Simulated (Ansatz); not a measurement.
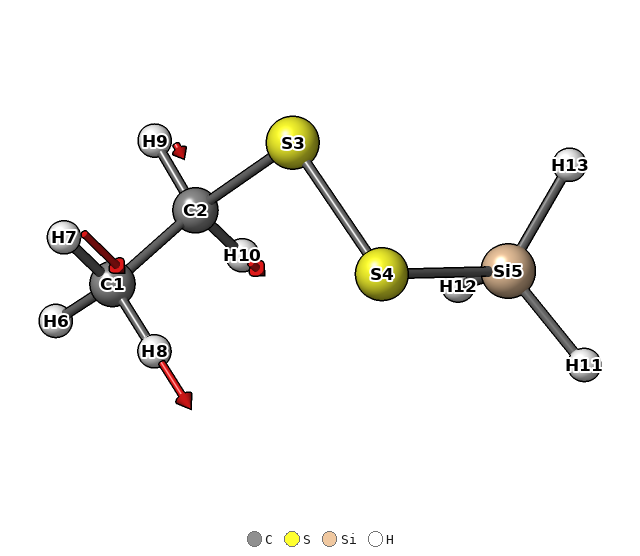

The arrows show one normal mode. Harmonic vibrations computed with RKS PBE0-D4/def2-TZVP (Ansatz 0.2.0) at a stationary point of the same level.

Question: Describe the motion.

Answer: Mostly out-of-phase stretching of 2 C–H bonds.

Question: Estimate its harmonic wavenumber.

Answer: 3142 cm⁻¹; it is mode 33 of 33 counted from the lowest.
